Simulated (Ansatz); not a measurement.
AlHgF4 (space group I4/mcm, No. 140). Coordinates: the end point of a relaxation with DFT, PAW plane waves, r2scan+U (Ansatz 0.2.0); the starting structure was generated, so it need not be a known form of this composition.

```xyz
24
Lattice="4.9304 0.0000 0.0000 0.0000 4.9304 0.0000 0.0000 0.0000 12.6866" Properties=species:S:1:pos:R:3 pbc="T T T"
Hg    2.4652    0.0000    3.1716
Hg    0.0000    2.4652    3.1716
Al    0.0000    0.0000    6.3433
Al    2.4652    2.4652    6.3433
F     1.5300    0.9352    6.3433
F     3.9952    1.5300    6.3433
F     3.4004    3.9952    6.3433
F     0.9352    3.4004    6.3433
F     2.4652    2.4652    1.7971
F     2.4652    2.4652    4.5462
F     0.0000    0.0000    4.5462
F     0.0000    0.0000    1.7971
Hg    0.0000    2.4652    9.5149
Hg    2.4652    0.0000    9.5149
Al    2.4652    2.4652    0.0000
Al    0.0000    0.0000    0.0000
F     3.9952    3.4004    0.0000
F     1.5300    3.9952    0.0000
F     0.9352    1.5300    0.0000
F     3.4004    0.9352    0.0000
F     0.0000    0.0000    8.1404
F     0.0000    0.0000   10.8895
F     2.4652    2.4652   10.8895
F     2.4652    2.4652    8.1404
```

Describe how the polyhedra about Al are linked (bonds: Al–F below 2 Å).

Al: AlF6 octahedron, sharing corners with four neighbours.

They form layers of corner-sharing octahedra parallel to (001).

Centre to centre across a shared corner: 3.49 Å.

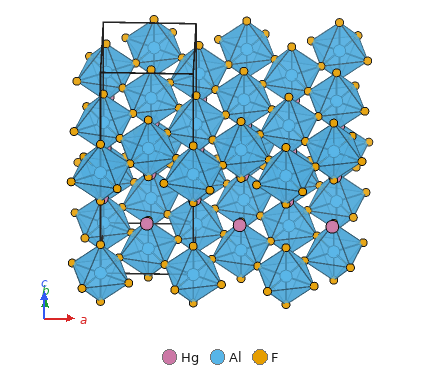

Polyhedra are drawn about Al (bonds: Al–F below 2 Å); other atoms are plain spheres.
